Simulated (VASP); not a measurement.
# AlGaAsN: structure and properties in VASP, part 2 of 5

What structure does AlGaAsN take at this level, and what are its properties? The cell is invented: it takes the structure of a Materials Project entry for AlGaN2 (space group 156 there), with some of its atoms replaced by other elements, volume scaled by an estimate. It may not be a known or stable phase.

VASP 6.6.1, plane waves and PAW; the level of theory is named at each step.

Still holding for the runs below: The k-mesh is coarse for a metal.

So far. Step 2 (Rough relaxation of the start cell): It ends with a largest force of 0.032 eV/Å and a pressure of 0.05 GPa. The relaxed cell has a = 3.525, c = 6.031 Å (conventional setting).

### 3. Full relaxation (TPSS)

Level of this step: TPSS; plane waves and PAW (As, Ga_d, Al, N); invented cell (VASP).

Properties are meant for the cell that this level of theory prefers, so cell and atoms are relaxed first (ISIF = 3) until forces and stress are small; EDIFFG sets the threshold.

File INCAR:

```
SYSTEM = AlGaAsN
PREC = Accurate
ENCUT = 520
EDIFF = 1E-06
NELM = 100
ISMEAR = -1
SIGMA = 0.05
LREAL = .FALSE.
ALGO = Normal
METAGGA = TPSS
LASPH = .TRUE.
NBANDS = 19
LORBIT = 11
LWAVE = .FALSE.
LCHARG = .FALSE.
KPAR = 2
IBRION = 2
NSW = 60
ISIF = 3
EDIFFG = -0.01
```

File POSCAR:

```
AlGaAsN
1.0
    3.5249111165      0.0000000000      0.0000000000
   -1.7624555583      3.0526623222      0.0000000000
    0.0000000000      0.0000000000      6.0307835047
As Ga Al N
1 1 1 1
Direct
    0.0000000000      0.0000000000      0.6328150012
    0.6666666700      0.3333333300      0.4423601481
    0.0000000000      0.0000000000      0.0477690356
    0.6666666700      0.3333333300      0.1134558252
```

File KPOINTS:

```
Automatic mesh
0
Gamma
7 7 4
0 0 0
```

Potentials, in the order of the species: As, Ga_d, Al and N (PBE family, release 64).

Launch:

```
> mpirun -np 2 vasp_std
```

What it wrote:

```text
[banner, memory and clock lines left out]
running    2 mpi-ranks, on    1 nodes
 distrk:  each k-point on    1 cores,    2 groups
 distr:  one band on    1 cores,    1 groups

 POSCAR found type information on POSCAR AsGaAlN
 POSCAR found :  4 types and       4 ions
 [... a notice as in an earlier step ...]

 LDA part: xc-table for (None), standard interpolation
 POSCAR, INCAR and KPOINTS ok, starting setup
 FFT: planning ... GRIDC
 FFT: planning ... GRID_SOFT
 FFT: planning ... GRID
 WAVECAR not read
 entering main loop
       N       E                     dE             d eps       ncg     rms          rms(c)
DAV:   1     0.160394353585E+03    0.16039E+03   -0.12156E+04  1067   0.179E+03
DAV:   2    -0.149671176598E+02   -0.17536E+03   -0.16859E+03  1209   0.420E+02
DAV:   3    -0.393998122248E+02   -0.24433E+02   -0.23774E+02  1369   0.139E+02
DAV:   4    -0.404952736424E+02   -0.10955E+01   -0.10904E+01  1421   0.299E+01
DAV:   5    -0.405179273410E+02   -0.22654E-01   -0.22606E-01  1461   0.460E+00    0.774E+00
DAV:   6    -0.433231227051E+02   -0.28052E+01   -0.99878E+00  1223   0.350E+01    0.403E+00
DAV:   7    -0.430915354485E+02    0.23159E+00   -0.35956E+00  1305   0.145E+01    0.233E+00
DAV:   8    -0.430281700602E+02    0.63365E-01   -0.64286E-01  1469   0.872E+00    0.143E+00
DAV:   9    -0.430435587803E+02   -0.15389E-01   -0.11292E-01  1319   0.307E+00    0.307E-01
DAV:  10    -0.430419164024E+02    0.16424E-02   -0.15077E-02  1413   0.175E+00    0.224E-01
DAV:  11    -0.430425901798E+02   -0.67378E-03   -0.12292E-03  1199   0.306E-01    0.690E-02
DAV:  12    -0.430426592609E+02   -0.69081E-04   -0.25698E-04  1526   0.158E-01    0.359E-02
DAV:  13    -0.430426763200E+02   -0.17059E-04   -0.10543E-04  1200   0.905E-02    0.684E-03
DAV:  14    -0.430426763894E+02   -0.69404E-07   -0.64793E-06  1222   0.262E-02
   1 F= -.43042676E+02 E0= -.43041699E+02  d E =-.430427E+02
 curvature:   0.00 expect dE= 0.000E+00 dE for cont linesearch  0.000E+00
 trial: gam= 0.00000 g(F)=  0.218E-02 g(S)=  0.424E-03 ort = 0.000E+00 (trialstep = 0.100E+01)
 search vector abs. value=  0.260E-02
 bond charge predicted
       N       E                     dE             d eps       ncg     rms          rms(c)
DAV:   1    -0.430455383177E+02   -0.28620E-02   -0.29077E-01  1567   0.499E+00    0.282E-01
DAV:   2    -0.430446246789E+02    0.91364E-03   -0.95833E-03  1464   0.158E+00    0.128E-01
DAV:   3    -0.430443061211E+02    0.31856E-03   -0.80686E-04  1613   0.501E-01    0.523E-02
DAV:   4    -0.430442285261E+02    0.77595E-04   -0.21384E-04  1333   0.112E-01    0.149E-02
DAV:   5    -0.430442205531E+02    0.79730E-05   -0.21058E-05  1452   0.479E-02    0.662E-03
DAV:   6    -0.430442201103E+02    0.44285E-06   -0.19028E-06   813   0.145E-02
   2 F= -.43044220E+02 E0= -.43043340E+02  d E =-.154372E-02
[...]
3 F= -.43044271E+02 E0= -.43043416E+02  d E =-.159493E-02
[...]
4 F= -.43044483E+02 E0= -.43043672E+02  d E =-.211560E-03
 trial-energy change:   -0.000212  1 .order   -0.000202   -0.000544    0.000141
 step:   0.8414(harm=  0.8272)  dis= 0.00241  next Energy=   -43.044496 (dE=-0.225E-03)
 bond charge predicted
       N       E                     dE             d eps       ncg     rms          rms(c)
DAV:   1    -0.430445105900E+02   -0.27507E-04   -0.20266E-03  1097   0.398E-01    0.292E-02
DAV:   2    -0.430445028159E+02    0.77741E-05   -0.99904E-05  1302   0.144E-01    0.166E-02
DAV:   3    -0.430444951495E+02    0.76664E-05   -0.11762E-05  1510   0.429E-02    0.452E-03
DAV:   4    -0.430444945331E+02    0.61641E-06   -0.26017E-06   967   0.156E-02
   5 F= -.43044495E+02 E0= -.43043675E+02  d E =-.223210E-03
 curvature:  -0.49 expect dE=-0.377E-05 dE for cont linesearch -0.617E-09
 trial: gam= 0.01426 g(F)=  0.404E-05 g(S)=  0.364E-05 ort = 0.885E-06 (trialstep = 0.100E+01)
 search vector abs. value=  0.783E-05
 reached required accuracy - stopping structural energy minimisation
```

Run time: 1.8 min. Hardware: 2 MPI ranks of AMD EPYC 9R45, shared host; peak memory 0.4 GiB.

OUTCAR, selected parts (step 3):

```text
  LATTYP: Found a hexagonal cell.
 ALAT       =     3.5249111165
 C/A-ratio  =     1.7109037094

The static configuration has the point symmetry C_3v.

 Found     28 irreducible k-points:

   k-points           NKPTS =     28   k-points in BZ     NKDIM =     28   number of bands    NBANDS=     19

   dimension x,y,z NGX =    28 NGY =   28 NGZ =   48
   dimension x,y,z NGXF=    56 NGYF=   56 NGZF=   96

   ENCUT  =  520.0 eV  38.22 Ry    6.18 a.u.   6.55  6.55 11.21*2*pi/ulx,y,z

   NELECT =      26.0000    total number of electrons

 E-fermi :   6.4033

 k-point     1 :       0.0000    0.0000    0.0000
  band No.  band energies     occupation
    ...
      8      -1.8667      2.00000
      9       2.4035      2.00000
     10       2.4035      2.00000
     11       4.0920      2.00000
     12       5.1912      2.00000
     13       6.7393      0.00241
     14       6.7393      0.00241
     15       9.8153      0.00000
     16      11.4060      0.00000
     17      11.4060      0.00000
    ...

 k-point     2 :       0.1429    0.0000    0.0000
  band No.  band energies     occupation
    ...
     10       2.2408      2.00000
     11       3.9968      2.00000
     12       4.7500      2.00000
     13       6.1251      1.99237
     14       6.2407      1.92552
     15       9.9992      0.00000
     16      11.1068      0.00000
     17      11.8892      0.00000
     18      11.9034      0.00000
     19      12.7425      0.00000

  Total        0.0031748      0.0031748      0.0167734     -0.0000000      0.0000000     -0.0000000
  in kB        0.0781173      0.0781173      0.4127192     -0.0000000      0.0000000     -0.0000000
  external PRESSURE =       0.1896513 kB  Pullay stress =       0.0000000 kB

  energy-cutoff  :      520.00
  volume of cell :       65.11
      direct lattice vectors                 reciprocal lattice vectors
     3.532719038 -0.000000000 -0.000000000     0.283068081  0.163429446  0.000000000
    -1.766359519  3.059424179  0.000000000     0.000000000  0.326858893 -0.000000000
    -0.000000000  0.000000000  6.024587988     0.000000000  0.000000000  0.165986455

 POSITION                                       TOTAL-FORCE (eV/Angst)
 -----------------------------------------------------------------------------------
     -1.76636      3.05942      3.80835        -0.000000      0.000000      0.002611
      1.76636      1.01981      2.67523         0.000000     -0.000000     -0.004105
     -0.00000      0.00000      0.27877         0.000000     -0.000000     -0.004680
      1.76636      1.01981      0.68645        -0.000000      0.000000      0.006175
 -----------------------------------------------------------------------------------
    total drift:                               -0.000032      0.000008      0.011734

  FREE ENERGIE OF THE ION-ELECTRON SYSTEM (eV)
  ---------------------------------------------------
  free  energy   TOTEN  =       -43.0444945331 eV

  energy  without entropy=      -43.0428554444  energy(sigma->0) =      -43.04367499

 total charge
# of ion       s       p       d       tot
------------------------------------------
    1        1.205   1.717   0.042   2.964
    2        0.850   0.925  10.076  11.851
    3        0.363   0.310   0.000   0.673
    4        1.248   2.430   0.000   3.677
--------------------------------------------------
tot          3.666   5.382  10.117  19.166

[... 2 parts as in an earlier step ...]

[... 7 further parts left out ...]
```

CONTCAR:

```
AlGaAsN
   1.00000000000000
     3.5327190379341631   -0.0000000000001279   -0.0000000000000000
    -1.7663595190173027    3.0594241788459766    0.0000000000000000
    -0.0000000000000000    0.0000000000000000    6.0245879882845337
  As              Ga              Al              N
     1     1     1     1
Direct
     0.0000000000000000    1.0000000000000000    0.6321345326802459
     0.6666666699999979    0.3333333300000021    0.4440523102296712
     0.0000000000000000    0.0000000000000000    0.0462720778607115
     0.6666666699999979    0.3333333300000021    0.1139410893293702
```

Relaxation path:

| step | energy less that of the first step (eV) | largest force (eV/Å) | pressure (GPa) | volume (Å³) |
| --- | --- | --- | --- | --- |
| 1 | 0.0000 | 0.1678 | 0.24 | 64.89 |
| 2 | -0.0015 | 0.0503 | -0.05 | 65.12 |
| 3 | -0.0016 | 0.0577 | -0.11 | 65.17 |
| 4 | -0.0018 | 0.0039 | 0.09 | 65.10 |
| 5 | -0.0018 | 0.0062 | 0.02 | 65.11 |

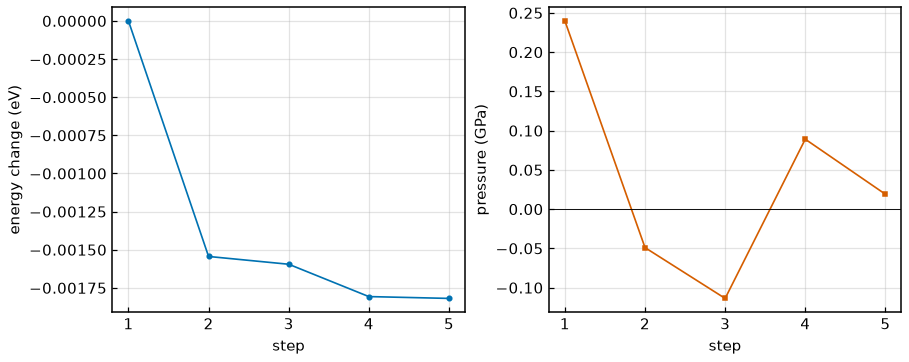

Energy and pressure along the relaxation.

| conventional cell, symmetrised | before | after | change |
| --- | --- | --- | --- |
| a (Å) | 3.525 | 3.533 | +0.2 % |
| b (Å) | 3.525 | 3.533 | +0.2 % |
| c (Å) | 6.031 | 6.025 | -0.1 % |
| volume (Å³/atom) | 16.22 | 16.28 | +0.3 % |

The atoms that moved most (Å, as changes of fractional coordinates times the final cell):

| atom | dx | dy | dz | length |
| --- | --- | --- | --- | --- |
| Ga2 | 0.000 | 0.000 | 0.010 | 0.010 |
| Al3 | 0.000 | 0.000 | -0.009 | 0.009 |

Final coordinates:

```xyz
4
Lattice="3.5327 0.0000 0.0000 -1.7664 3.0594 0.0000 0.0000 0.0000 6.0246" Properties=species:S:1:pos:R:3 pbc="T T T"
As    0.0000    0.0000    3.8084
Ga    1.7664    1.0198    2.6752
Al    0.0000    0.0000    0.2788
N     1.7664    1.0198    0.6864
```

This step gave:

| Quantity | Value |
| --- | --- |
| irreducible k-points | 28 |
| free energy (TOTEN) | -43.04 eV |
| energy at zero smearing | -43.04 eV |
| Fermi energy | 6.403 eV |
| pressure | 0.01897 GPa |
| SCF cycles over all ionic steps | 34 |

It ends with a largest force of 0.006 eV/Å and a pressure of 0.02 GPa.

### 4. Density, ELF and potential (TPSS)

A single point on the relaxed cell gives a clean self-consistent state, with density, ELF and potential written out.

Changes to INCAR since step 3:

```diff
@@ -14,7 +14,5 @@
 LWAVE = .FALSE.
-LCHARG = .FALSE.
-KPAR = 2
-IBRION = 2
-NSW = 60
-ISIF = 3
-EDIFFG = -0.01
+LCHARG = .TRUE.
+ISIF = 2
+LELF = .TRUE.
+LVHAR = .TRUE.
```

File POSCAR:

```
AlGaAsN
1.0
    3.5327190379      0.0000000000      0.0000000000
   -1.7663595190      3.0594241788      0.0000000000
    0.0000000000      0.0000000000      6.0245879883
As Ga Al N
1 1 1 1
Direct
    0.0000000000      0.0000000000      0.6321345327
    0.6666666700      0.3333333300      0.4440523102
    0.0000000000      0.0000000000      0.0462720779
    0.6666666700      0.3333333300      0.1139410893
```

KPOINTS is that of step 3.

Launch:

```
> mpirun -np 2 vasp_std
```

What it wrote:

```text
[banner, memory and clock lines left out]
running    2 mpi-ranks, on    1 nodes
 distrk:  each k-point on    2 cores,    1 groups
 distr:  one band on    1 cores,    2 groups

 POSCAR found type information on POSCAR AsGaAlN
 POSCAR found :  4 types and       4 ions
 [... a notice as in an earlier step ...]

 LDA part: xc-table for (None), standard interpolation
|                                                                             |
|           W    W    AA    RRRRR   N    N  II  N    N   GGGG   !!!           |
|           W    W   A  A   R    R  NN   N  II  NN   N  G    G  !!!           |
|           W    W  A    A  R    R  N N  N  II  N N  N  G       !!!           |
|           W WW W  AAAAAA  RRRRR   N  N N  II  N  N N  G  GGG   !            |
|           WW  WW  A    A  R   R   N   NN  II  N   NN  G    G                |
|           W    W  A    A  R    R  N    N  II  N    N   GGGG   !!!           |
|                                                                             |
|     The number of bands has been changed from the values supplied in        |
|     The orbitals not found in the WAVECAR file will be initialized with     |
|     random numbers, which is usually adequate. For correlated               |
|     calculations, however, you should redo the groundstate calculation.     |
|     I found NBANDS = 19. Now, NBANDS = 20.                                  |
|                                                                             |

 POSCAR, INCAR and KPOINTS ok, starting setup
 FFT: planning ... GRIDC
 FFT: planning ... GRID_SOFT
 FFT: planning ... GRID
 WAVECAR not read
 entering main loop
       N       E                     dE             d eps       ncg     rms          rms(c)
DAV:   1     0.163179571857E+03    0.16318E+03   -0.12214E+04  1140   0.173E+03
DAV:   2    -0.131584129106E+02   -0.17634E+03   -0.16793E+03  1204   0.420E+02
DAV:   3    -0.394121200953E+02   -0.26254E+02   -0.25435E+02  1492   0.136E+02
DAV:   4    -0.404840691929E+02   -0.10719E+01   -0.10667E+01  1496   0.282E+01
DAV:   5    -0.405046302820E+02   -0.20561E-01   -0.20545E-01  1492   0.442E+00    0.771E+00
DAV:   6    -0.433216160316E+02   -0.28170E+01   -0.98577E+00  1292   0.334E+01    0.402E+00
DAV:   7    -0.430898943007E+02    0.23172E+00   -0.32598E+00  1420   0.138E+01    0.232E+00
DAV:   8    -0.430302909685E+02    0.59603E-01   -0.60770E-01  1492   0.826E+00    0.143E+00
DAV:   9    -0.430453543027E+02   -0.15063E-01   -0.98615E-02  1380   0.294E+00    0.339E-01
DAV:  10    -0.430438212660E+02    0.15330E-02   -0.13770E-02  1508   0.173E+00    0.213E-01
DAV:  11    -0.430444883514E+02   -0.66709E-03   -0.13053E-03  1280   0.307E-01    0.582E-02
DAV:  12    -0.430445586405E+02   -0.70289E-04   -0.17397E-04  1596   0.122E-01    0.324E-02
DAV:  13    -0.430445763956E+02   -0.17755E-04   -0.85753E-05  1264   0.736E-02    0.615E-03
DAV:  14    -0.430445762111E+02    0.18456E-06   -0.40830E-06  1336   0.219E-02
   1 F= -.43044576E+02 E0= -.43043757E+02  d E =-.163803E-02
```

It took 39 s on 2 MPI ranks; peak memory 0.31 GiB.

Parts of OUTCAR (step 4):

```text
  LATTYP: Found a hexagonal cell.
 ALAT       =     3.5327190379
 C/A-ratio  =     1.7053685628

The static configuration has the point symmetry C_3v.

 Found     28 irreducible k-points:

   k-points           NKPTS =     28   k-points in BZ     NKDIM =     28   number of bands    NBANDS=     20

   ENCUT  =  520.0 eV  38.22 Ry    6.18 a.u.   6.57  6.57 11.20*2*pi/ulx,y,z

   NELECT =      26.0000    total number of electrons

 E-fermi :   6.4031

 k-point     1 :       0.0000    0.0000    0.0000
  band No.  band energies     occupation
    ...
      8      -1.8668      2.00000
      9       2.4037      2.00000
     10       2.4037      2.00000
     11       4.0920      2.00000
     12       5.1912      2.00000
     13       6.7389      0.00242
     14       6.7389      0.00242
     15       9.8149      0.00000
     16      11.4059      0.00000
     17      11.4059      0.00000
    ...

 k-point     2 :       0.1429    0.0000    0.0000
  band No.  band energies     occupation
    ...
     10       2.2409      2.00000
     11       3.9967      2.00000
     12       4.7496      2.00000
     13       6.1251      1.99234
     14       6.2404      1.92574
     15       9.9989      0.00000
     16      11.1066      0.00000
     17      11.8891      0.00000
     18      11.9032      0.00000
     19      12.7422      0.00000
    ...

  Total        0.0060109      0.0060109      0.0188015     -0.0000000     -0.0000000     -0.0000000
  in kB        0.1479015      0.1479015      0.4626235     -0.0000000     -0.0000000     -0.0000000
  external PRESSURE =       0.2528088 kB  Pullay stress =       0.0000000 kB

  energy-cutoff  :      520.00
  volume of cell :       65.11
      direct lattice vectors                 reciprocal lattice vectors
     3.532719038  0.000000000  0.000000000     0.283068081  0.163429446  0.000000000
    -1.766359519  3.059424179  0.000000000     0.000000000  0.326858893  0.000000000
     0.000000000  0.000000000  6.024587988     0.000000000  0.000000000  0.165986454

 POSITION                                       TOTAL-FORCE (eV/Angst)
 -----------------------------------------------------------------------------------
      0.00000      0.00000      3.80835         0.000000     -0.000000      0.002762
      1.76636      1.01981      2.67523        -0.000000      0.000000     -0.005340
      0.00000      0.00000      0.27877         0.000000      0.000000     -0.004599
      1.76636      1.01981      0.68645         0.000000      0.000000      0.007176
 -----------------------------------------------------------------------------------
    total drift:                               -0.000032      0.000008      0.011999

  FREE ENERGIE OF THE ION-ELECTRON SYSTEM (eV)
  ---------------------------------------------------
  free  energy   TOTEN  =       -43.0445762111 eV

  energy  without entropy=      -43.0429381779  energy(sigma->0) =      -43.04375719

[... 3 parts as in an earlier step ...]

[... 7 further parts left out ...]
```

Numbers from this step:

```
SCF cycles : 14
bands      : 20
pressure   : 0.02528 GPa
```

Valence electrons inside each PAW sphere by angular momentum. Sphere charges, by row:

| atom | s (e) | p (e) | d (e) | tot (e) |
| --- | --- | --- | --- | --- |
| As1 | 1.205 | 1.717 | 0.042 | 2.964 |
| Ga2 | 0.85 | 0.925 | 10.08 | 11.85 |
| Al3 | 0.363 | 0.31 | 0 | 0.673 |
| N4 | 1.248 | 2.43 | 0 | 3.677 |

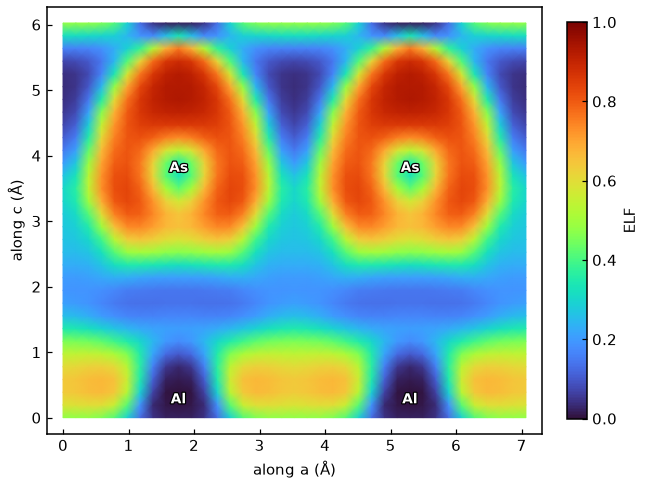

ELF in the ac plane at fractional y = 0.000, with atoms of As and Al within 0.2 Å of it. It is the smooth field of the valence electrons, not physical close to the nuclei. The map starts off the cell's origin, so that atoms lie inside it.

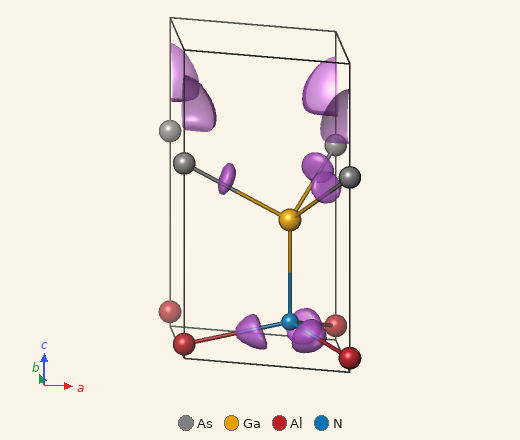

Surface of ELF = 0.85. Bonds to atoms that aren't drawn are left out.

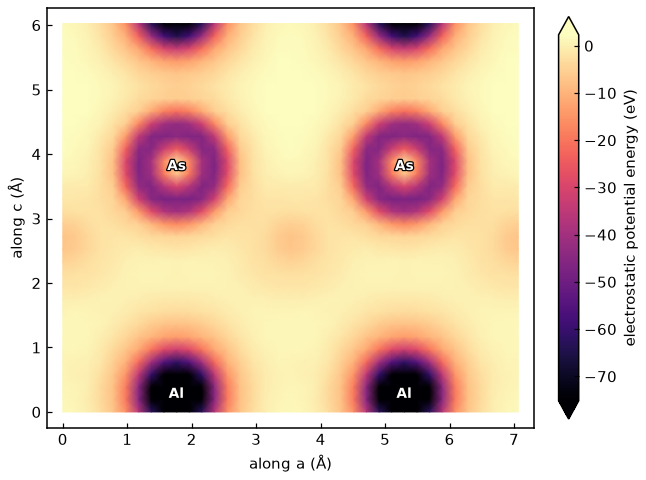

Electrostatic potential energy in the ac plane at fractional y = 0.000, with atoms of As and Al within 0.2 Å of it. With pseudopotentials it is smooth inside the atoms' cores, unlike the true potential. The map starts off the cell's origin, so that atoms lie inside it.

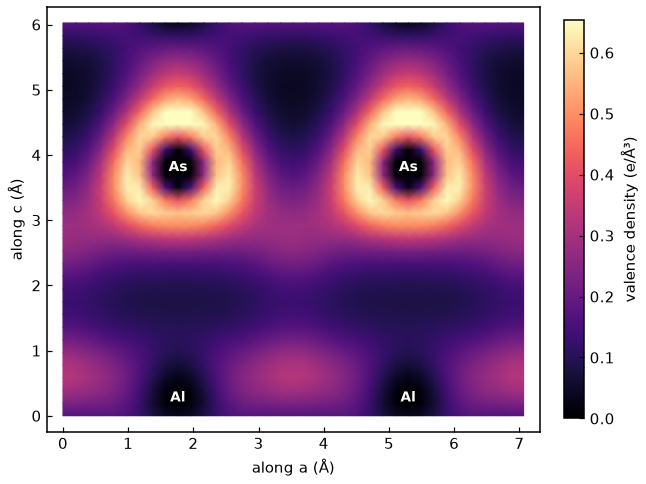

Valence density in the ac plane at fractional y = 0.000, with atoms of As and Al within 0.2 Å of it. It is the smooth field of the valence electrons, not physical close to the nuclei. The map starts off the cell's origin, so that atoms lie inside it.

In this run the pressure is 0.03 GPa, small enough to go on.

[end of part 2 of 5]

[Lines on the potential files, build, host, timing and source positions are cut from VASP's logs without a mark.]

[Logs are printed without paths, hosts, clocks, repeated set-up lines and the standing remarks that a program may print on its own settings, such as how far it seeks lower states.]

[Hosts, paths, dates, database ids (printed as entryN), source tags and the programs' standing remarks are cut or masked in the printed files.]

[A measured line is paired with the nearest computed mode of its activity, which favours agreement.]

[In band tables of VASP the shares of atoms and orbitals are scaled to a sum of 1 inside the atoms' spheres.]
